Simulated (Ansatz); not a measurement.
C2H12SSi3

The calculation's input:

```
crystal:
  periodic: [false, false, false]
  atoms:
    - {symbol: C, position_ang: [2.494320, -0.172706, 1.764726]}
    - {symbol: C, position_ang: [-0.089711, -0.247486, 0.034863]}
    - {symbol: S, position_ang: [0.508096, -2.660229, 2.260395]}
    - {symbol: Si, position_ang: [0.667110, -0.567417, 1.723606]}
    - {symbol: Si, position_ang: [0.182499, 1.488715, -0.641262]}
    - {symbol: Si, position_ang: [-1.613170, -2.908732, 2.069955]}
    - {symbol: H, position_ang: [2.924233, -0.426630, 2.745202]}
    - {symbol: H, position_ang: [3.033027, -0.742722, 0.992343]}
    - {symbol: H, position_ang: [2.663299, 0.900434, 1.582375]}
    - {symbol: H, position_ang: [-0.076148, 0.241890, 2.738608]}
    - {symbol: H, position_ang: [-1.177866, -0.426113, 0.089823]}
    - {symbol: H, position_ang: [0.318960, -0.979807, -0.682610]}
    - {symbol: H, position_ang: [-0.247236, 2.511337, 0.362598]}
    - {symbol: H, position_ang: [-0.596717, 1.701916, -1.899062]}
    - {symbol: H, position_ang: [1.631110, 1.710034, -0.938953]}
    - {symbol: H, position_ang: [-2.033198, -3.055012, 0.643419]}
    - {symbol: H, position_ang: [-2.330855, -1.732515, 2.650903]}
    - {symbol: H, position_ang: [-1.977017, -4.146954, 2.814941]}
basis:
  gaussian: {orbitals: def2-SVPD}
total_charge: 0
hamiltonian: {xc: {name: PBE0}}
output: {forces: true, orbitals: {seedname: orbitals}}
```

Launched as:

```sh
ansatz run input.yaml --threads 4 --pin off --max-ram 7830MiB --events-out events.jsonl --progress --plain --runs-dir runs
```

Geometry: PBE0-D3(BJ)/def2-SVP.

The calculation used isolated molecule in a Gaussian basis; Kohn-Sham density functional theory, functional PBE0 (Ansatz 0.2.0).

> Predict the electron density and electron localisation function between the atoms.

C–Si (1.87 Å): ρ is about 0.97 e/Å³ halfway; the ELF peaks at about 0.95 between the atoms: a covalent bond.
Si–S (2.14 Å): ρ is about 0.8 e/Å³ halfway; the ELF peaks at about 0.90 between the atoms, as expected for localised, covalent bonding.
C–H (1.10 Å): ρ is about 1.9 e/Å³ halfway; the ELF climbs to about 1 towards the hydrogen, as it does in any bond to H (a covalent bond by its length).

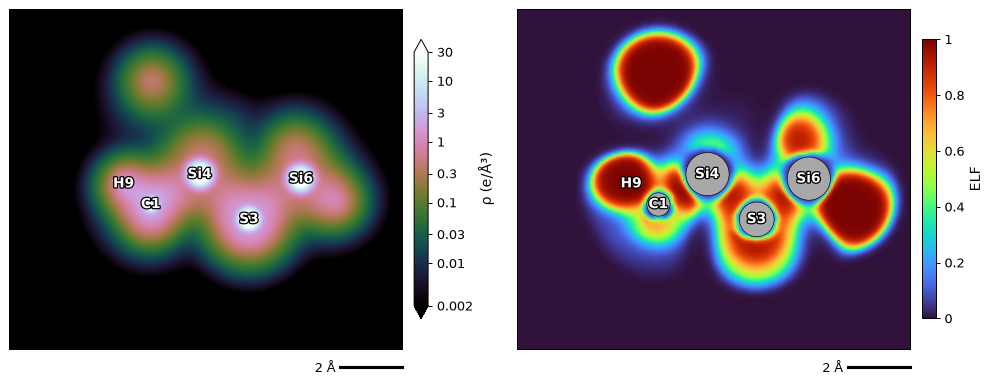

Computed electron density and electron localisation function on the plane of atoms C1, Si4 and S3, in this order. Grey discs cover the atomic cores in the ELF map. 
